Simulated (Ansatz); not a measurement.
Base system: GaN in the wurtzite structure (space group P6_3mc, No. 186; a = 3.1827 Å, c = 5.1857 Å).

The same geometry is solved again with r2SCAN.

Levels (all Ansatz, an electronic-structure program, PAW, earlier PAW set): r2SCAN (500 eV, without spin-orbit coupling); PBEsol (420 eV, spin-orbit coupling left out).

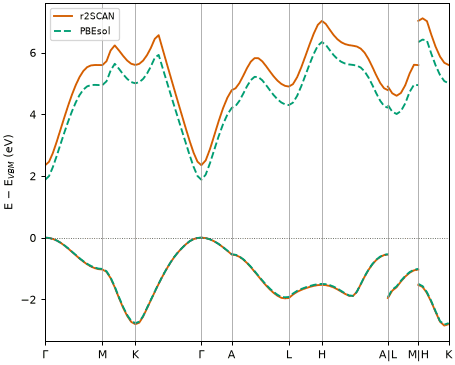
Fig. 1. Highest valence and lowest conduction band along the path, each from its own valence-band maximum

Question: Read the r2SCAN gap and its character from the plot.

Answer: About 2.3 eV, direct at Γ.

Single points use the geometry relaxed with PBEsol. Stability against distortions was not tested.
